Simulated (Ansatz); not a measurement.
# One shape, several levels: doublet SiO+

Aim: a comparison of 3 runs (UPBE/STO-3G, USVWN5/STO-3G, RPA@PBE/STO-3G) of doublet SiO+. 

The calculation is run with Ansatz 0.2.0.

55 further runs of the same task are left out: 15 that didn't finish, 40 set aside as unsound or not needed.

### Step 1. The molecule

The species is SiO+ (2 atoms), meant as a doublet with charge +1. SMILES of the parent species: `O=[Si]`. The shape is that of a PBE0-D4/def2-TZVP optimisation. That shape belongs to the parent species and isn't relaxed for this state.

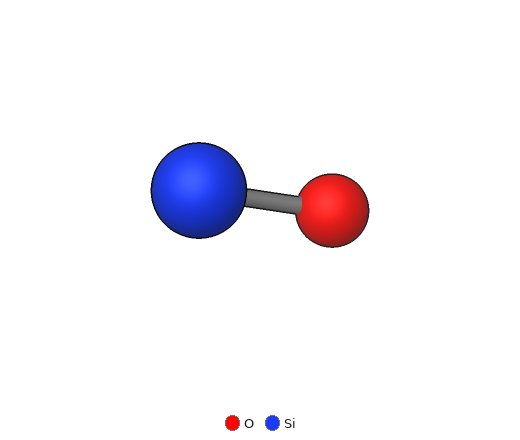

The structure, seen from a chosen angle (oxygen red, silicon blue).

### Step 2. A single-point energy at UPBE/STO-3G (run 1)

Contents of input.yaml:

```yaml
crystal:
  periodic: [false, false, false]
  atoms:
    - {symbol: O, position_ang: [-0.640700, 0.231500, -0.324000]}
    - {symbol: Si, position_ang: [0.640700, -0.231500, 0.324000]}
basis:
  gaussian:
    orbitals: STO-3G
total_charge: 1
magnetization:
  spin_polarized: true
  initial_magnetization: 1
hamiltonian:
  xc: pbe
accuracy: high
```

The run is started by

```
ansatz run input.yaml --threads 1 --pin off --max-ram 2610MiB --events-out events.jsonl --progress --plain --runs-dir runs
```

What it wrote:

```text
Warning: RAYON_NUM_THREADS=1 ignored (pool sized by the plan → 1); use --threads N
Functional definition: PBE
  name "PBE"
  parameter kappa = 0.804
  parameter beta = 0.06672455060314922
  exchange = pbe_x(kappa = kappa, mu = beta*pi^2/3)
  correlation = pbe_c(beta = beta)
224 factors; integrals over basis functions are off by at most 2.4e-8 eV
mean field evaluation 1: about -9767.7056 eV, gradient 4.3e1 eV
mean field evaluation 2: about -9610.3522 eV, gradient 1.1e2 eV
mean field evaluation 4: about -9789.3927 eV, gradient 4.3e0 eV
mean field evaluation 8: about -9789.4934 eV, gradient 1.0e-1 eV
mean field evaluation 16: about -9789.4779 eV, gradient 1.3e-6 eV
mean field evaluation 32: about -9788.3971 eV, gradient 6.8e0 eV
mean field -9789.47790274 eV, -359.7566773793 hartree, gradient 6.0e-8 eV, S^2 0.752626; 5 other end points of the search recorded, 0 dependent functions left out
reference -9789.47790401 eV, -359.7566774258 hartree; 11, 10 occupied and 3, 4 virtual orbitals, 224 factors
Total energy: -9789.47790401 eV, -359.7566774258 hartree
```

Wall time 1.4 s (1 thread of Arm Neoverse V1, shared host); peak memory 0.098 GiB.

### Step 3. A single-point energy at USVWN5/STO-3G (run 2)

Contents of job.yaml:

```yaml
crystal:
  periodic: [false, false, false]
  atoms:
    - symbol: O
      position_ang: [-0.640700, 0.231500, -0.324000]
    - symbol: Si
      position_ang: [0.640700, -0.231500, 0.324000]
basis:
  gaussian: {orbitals: STO-3G}
total_charge: 1
magnetization: {spin_polarized: true, initial_magnetization: 1}
hamiltonian: {xc: {name: SVWN5}}
accuracy: high
```

The run is started by

```
ansatz run job.yaml --threads 1 --pin off --max-ram 2610MiB --events-out events.jsonl --progress --plain --runs-dir runs
```

What it wrote:

```text
Warning: RAYON_NUM_THREADS=1 ignored (pool sized by the plan → 1); use --threads N
Functional definition: SVWN5
  name "SVWN5"
  exchange = slater_x
  correlation = vwn5_c
224 factors; integrals over basis functions are off by at most 2.4e-8 eV
mean field evaluation 1: about -9727.0364 eV, gradient 4.3e1 eV
mean field evaluation 2: about -9568.2694 eV, gradient 1.1e2 eV
mean field evaluation 4: about -9748.8688 eV, gradient 9.7e-1 eV
mean field evaluation 8: about -9748.8753 eV, gradient 6.8e-2 eV
mean field evaluation 16: about -9748.8594 eV, gradient 2.3e-6 eV
mean field evaluation 32: about -9746.7584 eV, gradient 1.0e1 eV
mean field -9748.85941450 eV, -358.2639754685 hartree, gradient 6.2e-9 eV, S^2 0.751542; 3 other end points of the search recorded, 0 dependent functions left out
reference -9748.85941570 eV, -358.2639755126 hartree; 11, 10 occupied and 3, 4 virtual orbitals, 224 factors
Total energy: -9748.85941570 eV, -358.2639755126 hartree
```

It took 0.8 s on 1 thread of Arm Neoverse V1, shared host.

### Step 4. A single-point energy at RPA@PBE/STO-3G (run 3)

Contents of input.yaml:

```yaml
crystal:
  periodic: [false, false, false]
  atoms:
    - symbol: O
      position_ang: [-0.640700, 0.231500, -0.324000]
    - symbol: Si
      position_ang: [0.640700, -0.231500, 0.324000]
basis:
  gaussian:
    orbitals: STO-3G
hamiltonian:
  xc: pbe
accuracy: high
magnetization:
  spin_polarized: true
  initial_magnetization: 1
correlation:
  method: rpa
  frozen_orbitals: {O: 1, Si: 5}
total_charge: 1
```

The run is started by

```
ansatz run input.yaml --threads 1 --pin off --max-ram 2610MiB --events-out events.jsonl --progress --plain --runs-dir runs
```

What it wrote (excerpt; [...] marks lines left out):

```text
Warning: RAYON_NUM_THREADS=1 ignored (pool sized by the plan → 1); use --threads N
[... 2 set-up lines as earlier in the session ...]
[...]
224 factors; integrals over basis functions are off by at most 2.4e-8 eV
[...]
mean field -9789.47790274 eV, -359.7566773793 hartree, gradient 5.5e-8 eV, S^2 0.752626; 5 other end points of the search recorded, 0 dependent functions left out
6 core orbitals not correlated: weight in the atoms' cores, before any rotation towards them, 1.000 or more for the frozen orbitals, at most 0.000 for the correlated occupied ones
reference -9772.15383815 eV, -359.1200297483 hartree; 5, 4 occupied and 3, 4 virtual orbitals, 224 factors
Total energy: -9778.19763770 eV, -359.3421352851 hartree
```

It took 2 s on 1 thread of Arm Neoverse V1, shared host; peak memory 0.1 GiB.

### Step 5. The series

```
run           level  frozen core orbitals  energy (Eh)   ⟨S²⟩  wall time
  1     UPBE/STO-3G                     –  -359.756677  0.753      1.4 s
  2   USVWN5/STO-3G                     –  -358.263976  0.752      0.8 s
  3  RPA@PBE/STO-3G                     6  -359.342135  0.753        2 s
```

### Step 6. Results

| quantity | value |
| --- | --- |
| run 3: total energy | -359.34214 Eh |
| run 3: RPA correlation energy (valence) | -222.1 mEh |
| run 3: ⟨S²⟩ of the reference determinant | 0.753 |

Totals of different functionals can't be ranked against each other. In runs 1, 2, 3 the basis is minimal, so the values are rough. All runs together took 4.2 s, the longest 2 s.
